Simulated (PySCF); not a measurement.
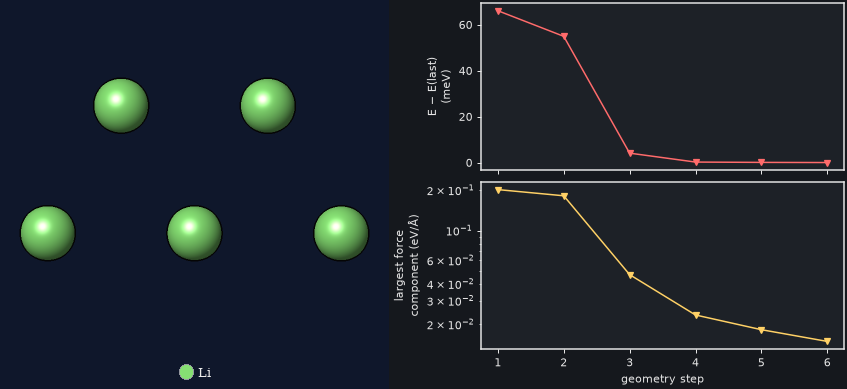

Beside the plot: the molecule at the start.

History of a geometry optimisation. The start has point group C2v, which is kept. A held symmetry can leave a saddle point.

The run: an isomer of formula Li5 molecule, multiplicity 2, by PySCF, UKS-based PBE, Li def2-SVP; non-relativistic Hamiltonian; density fitting.

Question: How did it end, and what did it gain?

Answer: The optimisation met its thresholds at geometry 6, counting the start as the first. The energy fell by about 66 meV from the first step to the last. The largest force component goes from about 0.2 eV/Å at the start to 0.015 eV/Å at the end.
